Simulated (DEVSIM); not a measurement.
System: Pd/La2O3/p-Si capacitor, at 300 K.

| layer (left to right) | material | thickness (nm) | Na (cm⁻³) |
|---|---|---|---|
| 1 | La2O3 | 1.70 | - |
| 2 | Si | 610 | 8.8e17 |

Metal gate on the left, work function 5.2 eV. Fixed charge at the semiconductor interface 0 cm⁻² (in units of +e); no interface traps.

The device is made up for the run: typed textbook-type constants, with dimensions and the other settings drawn at random. Values at 300 K.

```
parameter      La2O3       Si
-------------  -----  -------
gap (eV)         5.8    1.124
affinity (eV)    1.8     4.05
permittivity      27     11.7
Nc (cm⁻³)          -  2.86e19
Nv (cm⁻³)          -   3.1e19
```

Model (solved in DEVSIM): 1D Poisson equation in equilibrium, Boltzmann statistics, complete ionisation; no quantum confinement or tunnelling. Metal contacts follow the ideal Schottky-Mott rule: no Fermi-level pinning, no interface dipoles.

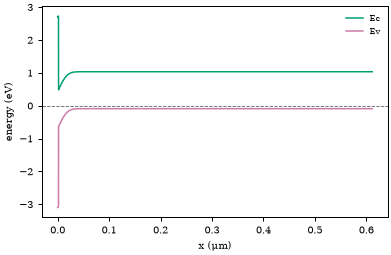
*Band edges at 0.7 V on the gate*

Energies count from the Fermi level of the right contact; mesh points crowd at the junctions.

```json
[
 {"x (μm)": "0.000", "Ec (eV)": "2.700", "Ev (eV)": "-3.100", "n (cm⁻³)": "< 1e2", "p (cm⁻³)": "< 1e2", "field (V/cm)": "160000"},
 {"x (μm)": "0.0006080", "Ec (eV)": "2.710", "Ev (eV)": "-3.090", "n (cm⁻³)": "< 1e2", "p (cm⁻³)": "< 1e2", "field (V/cm)": "160000"},
 {"x (μm)": "0.001057", "Ec (eV)": "2.717", "Ev (eV)": "-3.083", "n (cm⁻³)": "< 1e2", "p (cm⁻³)": "< 1e2", "field (V/cm)": "160000"},
 {"x (μm)": "0.001656", "Ec (eV)": "2.727", "Ev (eV)": "-3.073", "n (cm⁻³)": "< 1e2", "p (cm⁻³)": "< 1e2", "field (V/cm)": "160000"},
 {"x (μm)": "0.002824", "Ec (eV)": "0.520", "Ev (eV)": "-0.604", "n (cm⁻³)": "5.3e10", "p (cm⁻³)": "2.2e9", "field (V/cm)": "360000"},
 {"x (μm)": "0.004598", "Ec (eV)": "0.582", "Ev (eV)": "-0.542", "n (cm⁻³)": "4.7e9", "p (cm⁻³)": "2.4e10", "field (V/cm)": "340000"},
 {"x (μm)": "0.007509", "Ec (eV)": "0.675", "Ev (eV)": "-0.449", "n (cm⁻³)": "1.3e8", "p (cm⁻³)": "9.0e11", "field (V/cm)": "300000"},
 {"x (μm)": "0.01520", "Ec (eV)": "0.866", "Ev (eV)": "-0.258", "n (cm⁻³)": "82000", "p (cm⁻³)": "1.4e15", "field (V/cm)": "200000"},
 {"x (μm)": "0.02656", "Ec (eV)": "1.004", "Ev (eV)": "-0.120", "n (cm⁻³)": "390", "p (cm⁻³)": "2.9e17", "field (V/cm)": "55000"},
 {"x (μm)": "0.04675", "Ec (eV)": "1.032", "Ev (eV)": "-0.092", "n (cm⁻³)": "130", "p (cm⁻³)": "8.7e17", "field (V/cm)": "770"},
 {"x (μm)": "0.07987", "Ec (eV)": "1.032", "Ev (eV)": "-0.092", "n (cm⁻³)": "130", "p (cm⁻³)": "8.8e17", "field (V/cm)": "≈ 0"},
 {"x (μm)": "0.1673", "Ec (eV)": "1.032", "Ev (eV)": "-0.092", "n (cm⁻³)": "130", "p (cm⁻³)": "8.8e17", "field (V/cm)": "≈ 0"},
 {"x (μm)": "0.2966", "Ec (eV)": "1.032", "Ev (eV)": "-0.092", "n (cm⁻³)": "130", "p (cm⁻³)": "8.8e17", "field (V/cm)": "≈ 0"},
 {"x (μm)": "0.4345", "Ec (eV)": "1.032", "Ev (eV)": "-0.092", "n (cm⁻³)": "130", "p (cm⁻³)": "8.8e17", "field (V/cm)": "≈ 0"},
 {"x (μm)": "0.5280", "Ec (eV)": "1.032", "Ev (eV)": "-0.092", "n (cm⁻³)": "130", "p (cm⁻³)": "8.8e17", "field (V/cm)": "≈ 0"},
 {"x (μm)": "0.5634", "Ec (eV)": "1.032", "Ev (eV)": "-0.092", "n (cm⁻³)": "130", "p (cm⁻³)": "8.8e17", "field (V/cm)": "≈ 0"},
 {"x (μm)": "0.5850", "Ec (eV)": "1.032", "Ev (eV)": "-0.092", "n (cm⁻³)": "130", "p (cm⁻³)": "8.8e17", "field (V/cm)": "≈ 0"},
 {"x (μm)": "0.5967", "Ec (eV)": "1.032", "Ev (eV)": "-0.092", "n (cm⁻³)": "130", "p (cm⁻³)": "8.8e17", "field (V/cm)": "≈ 0"},
 {"x (μm)": "0.6054", "Ec (eV)": "1.032", "Ev (eV)": "-0.092", "n (cm⁻³)": "130", "p (cm⁻³)": "8.8e17", "field (V/cm)": "≈ 0"},
 {"x (μm)": "0.6085", "Ec (eV)": "1.032", "Ev (eV)": "-0.092", "n (cm⁻³)": "130", "p (cm⁻³)": "8.8e17", "field (V/cm)": "≈ 0"},
 {"x (μm)": "0.6104", "Ec (eV)": "1.032", "Ev (eV)": "-0.092", "n (cm⁻³)": "130", "p (cm⁻³)": "8.8e17", "field (V/cm)": "≈ 0"},
 {"x (μm)": "0.6117", "Ec (eV)": "1.032", "Ev (eV)": "-0.092", "n (cm⁻³)": "130", "p (cm⁻³)": "8.8e17", "field (V/cm)": "≈ 0"}
]
```
